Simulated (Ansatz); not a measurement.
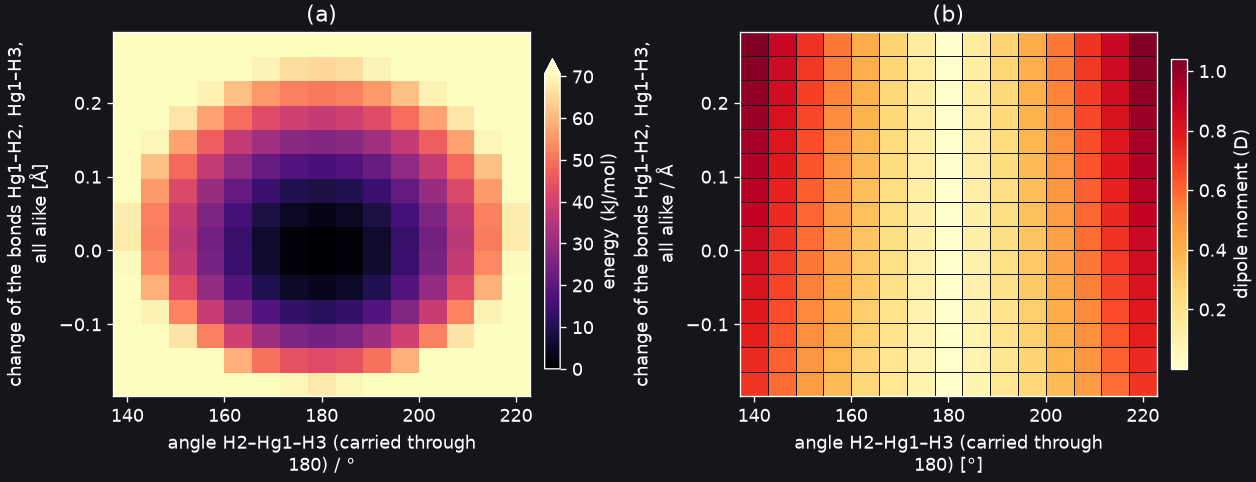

HgH2. 
- Coordinates scanned: (1) angle H2–Hg1–H3 (carried through 180); (2) change of the bonds Hg1–H2, Hg1–H3, all alike.
- Nothing is relaxed (all other coordinates rigid).
- Grid: 15 × 15 points; 120 points were computed and 105 follow by symmetry.
- Points are written as (first, second).
- All energies are given in kJ/mol relative to the lowest grid point.
- Theory: RKS PBE0-D4/def2-TZVP in Ansatz 0.2.0.

Panel (a) is the energy and panel (b) the computed dipole moment on the same grid.

In the figure: one coloured cell a grid point, one colour for all values above the top of the scale.

Question: How does the dipole moment vary over the map, and what is it at the lowest grid point?

Answer: Leaving out the highest fifth of the energies, it runs from 0.00 D at (180.0°, −0.181 Å) to 0.96 D at (140.0°, 0.148 Å). At the lowest grid point, (180.0°, 0.016 Å), it is 0.00 D.
